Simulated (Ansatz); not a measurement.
These are PBE (plane waves to 420 eV, PAW; Ansatz, a quantum-chemistry and plane-wave program) values and carry that method's errors.

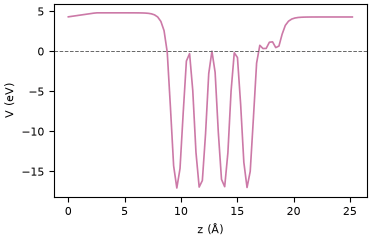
*Electrostatic potential energy of an electron, averaged over planes parallel to the surface, in eV from the Fermi level, for Sn on the 1x1 (111) surface of fcc Cu, one in a 2x2 cell, started at the site 'hollow Cu-Cu-Cu over Cu at depth 2.1 Å'*

Set-up: 17 atoms, 6.2 Å thick at the start under the adsorbate (thin: gaps and levels are the slab's own); mesh 6x6x1; 0.1 eV smearing; dipole correction on; 8 atoms held, the rest relaxed; symmetry of the start imposed; spin-polarised, no spin-orbit, no U, no dispersion correction. The starting moment vanished. At the end it is bonded to 3 Cu. In PBE this state lies 0.04 eV over the lowest of the starts that converged ('bridge Cu-Cu (span 2.6 Å)').

The vacuum level lies 4.28 eV above the Fermi level over the top face and 4.80 eV above it under the bottom face.
